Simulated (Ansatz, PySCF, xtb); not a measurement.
Torsion H4–O1–Se2–O3 in H2O2Se (SMILES O[Se]O); at each angle all else is relaxed with GFN2-xTB, and the levels are single points there.
Geometry at 90° (charge 0, multiplicity 1):
```xyz
5

O      1.164     0.482    -0.333
Se    -0.182    -0.680    -0.545
O     -0.408    -1.161     1.162
H      2.016     0.041    -0.400
H     -0.932    -0.506     1.633
```
Energies count from the point at 90°.

Cores are frozen in the correlated methods. Filled d and f shells under p-block atoms count as core. CBS: X⁻³ extrapolation of the correlation energy, Hartree–Fock from the larger set. Rows in 3-21G carry no dispersion term and start afresh at each structure; the Pople sets are all-electron and without relativity.

Programs: Ansatz (Gaussian orbitals); PySCF for 3-21G rows, the dispersion terms; xtb for the GFN methods. Each number belongs to the level named beside it.

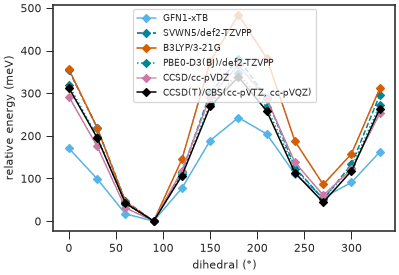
*Relative energy along the coordinate*

Task: Read off the GFN1-xTB curve at dihedral = 30.

Result: about 99 meV

Ansatz is a quantum-chemistry and plane-wave program.
